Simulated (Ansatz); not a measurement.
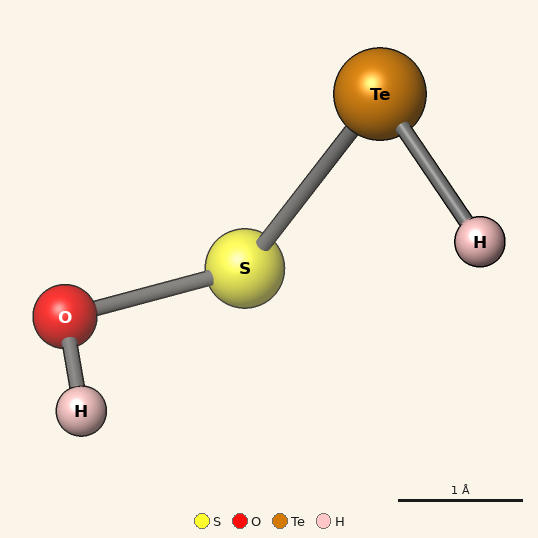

Distant atoms are faded towards the background colour. The geometry was computed by an optimisation with PBE0-D4/def2-TZVP. No frequency run is at hand to confirm it as a minimum. Masses are those of the most abundant isotopes; constants are for the rigid equilibrium geometry.

**What kind of rotor is it, and what are its rotational constants in cm⁻¹?**

An asymmetric top (C1): A = 0.632, B = 0.0674, C = 0.0625 cm⁻¹. Ray's parameter κ is −0.98, close to the prolate limit.
